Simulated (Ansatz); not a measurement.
System: OH on a slab of content WC.

Structure:
```xyz
24
Lattice="5.8038 0.0000 0.0000 -2.9019 5.0262 0.0000 0.0000 0.0000 24.0817" Properties=species:S:1:pos:R:3 pbc="T T T"
C     1.4509    0.8377    8.5001
C     0.0000    3.3508    8.5001
C     4.3529    0.8377    8.5001
C     2.9019    3.3508    8.5001
W     0.0000    0.0000    9.9164
W    -1.4509    2.5131    9.9164
W     2.9019    0.0000    9.9164
W     1.4509    2.5131    9.9164
C     1.4509    0.8377   11.3326
C     0.0000    3.3508   11.3326
C     4.3529    0.8377   11.3326
C     2.9019    3.3508   11.3326
W     0.0000    0.0000   12.7474
W    -1.4509    2.5131   12.7474
W     2.9019    0.0000   12.7474
W     1.4509    2.5131   12.7474
C     1.4509    0.8377   14.1954
C     0.0000    3.3508   14.1954
C     4.3529    0.8377   14.1954
C     2.9019    3.3508   14.1954
W     0.0000    0.0000   15.5570
W    -1.4509    2.5131   15.5570
W     2.9019    0.0000   15.5570
W     1.4509    2.5131   15.5570
```

How it was computed, with Ansatz 0.2.0: adsorption at several starting sites on a slab cut from the named crystal, one adsorbate a surface cell, the lower planes held, the adsorption energy counts from the clean slab and the free, spin-polarised adsorbate, negative where bound, plane waves with PAW datasets, Γ-centred k mesh. Level: PBE with D3(BJ), no spin polarisation.

- crystal formula: WC
- crystal space group number: 187
- Miller index h: 0
- Miller index k: 0
- Miller index l: 1
- top plane: W
- bottom plane: C
- planes: 6
- surface cell: (2, 2)
- slab thickness as cut: 7.08 Å
- vacuum: 17 Å
- surface area: 29.17 Å²
- wave cutoff: 420 eV
- k mesh: 6×6×1
- occupations: Gaussian
- smearing width: 0.1 eV
- boundary: dipole corrected
- adsorbate: OH

Sites are named by a rule of distances and placed in fractions of the cell vectors a and b; the slab's top layers relax too; key: 1 = top site at (0.00, 0.00); 2 = hollow site at (0.17, 0.33).

Describe the result: the adsorption energy of each starting site.

The adsorbate slid sideways from no. 1 (by 1.7 Å). Among these starts the lowest is no. 1, at −4.731 eV; no. 2 is 0.734 eV higher. The height over highest slab atom, in Å, is 1.346 for no. 1 and 1.442 for no. 2. The lateral move, in Å, is 1.67 for no. 1 and 0.00 for no. 2. The dipole change, in e Å, is 0.316 for no. 1 and 0.290 for no. 2.

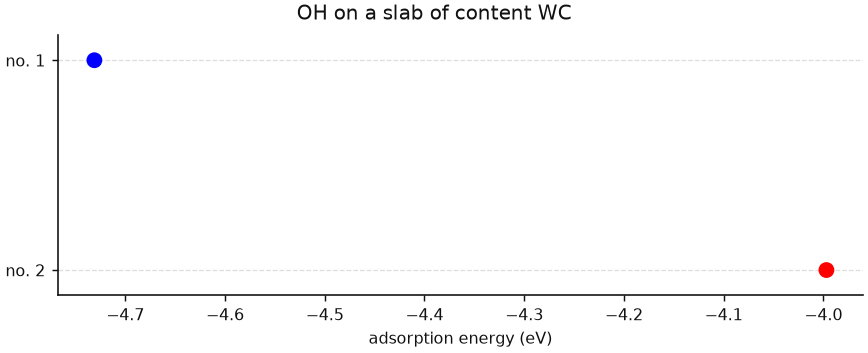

Keep in mind: no spin polarisation, a magnetic state may lie lower; xc potential rough in thin density.
